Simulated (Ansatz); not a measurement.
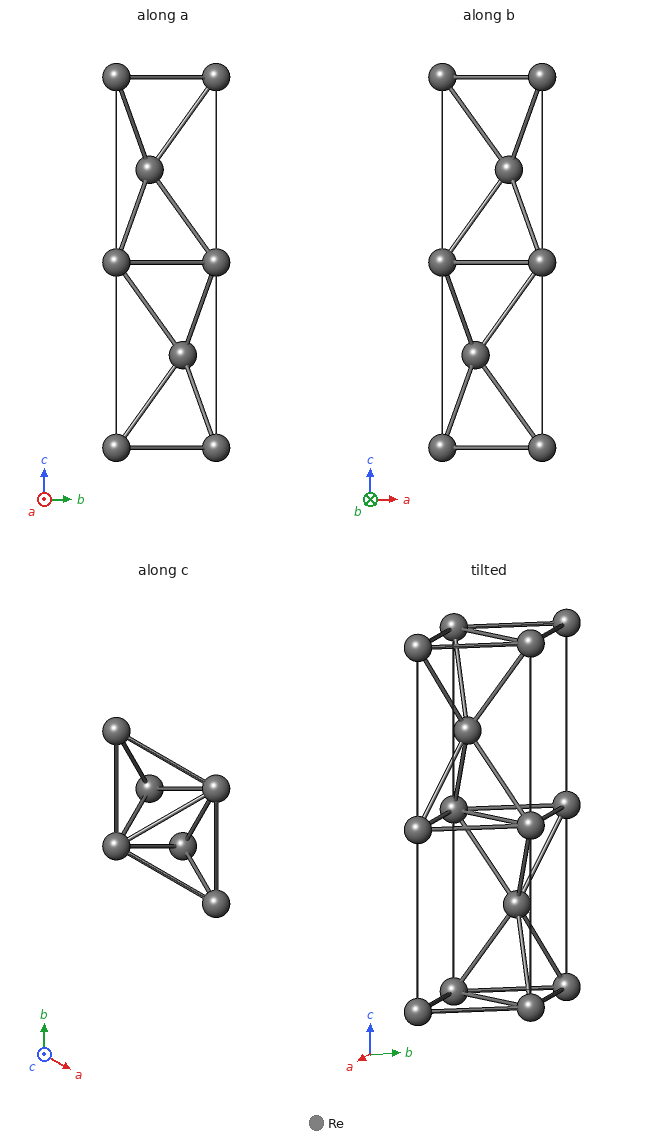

Figure: ball-and-stick view along the a axis, along the b axis, along the c axis and slightly off an axis. The parallelepiped is the conventional unit cell.

Lattice parameters: a = 2.775 Å, b = 2.775 Å, c = 8.936 Å, α = 90.00°, β = 90.00°, γ = 120.00°.

### Convert the drawing into a table of Wyckoff sites.

Space group P6_3/mmc (No. 194).
```csv
atom,site,x,y,z
Re,2a,0.0000,0.0000,0.0000
Re,2c,0.3333,0.6667,0.2500
```

The initial geometry was a structure type filled with this element by a generator (whether the element takes this form wasn't checked). Earlier steps of the study may have refined or changed the cell and positions. It went into a calculation with Ansatz.

At this level of theory the cell isn't at rest (stretched, at -15 GPa), so its distances can differ from those at equilibrium, the more so the softer the solid.
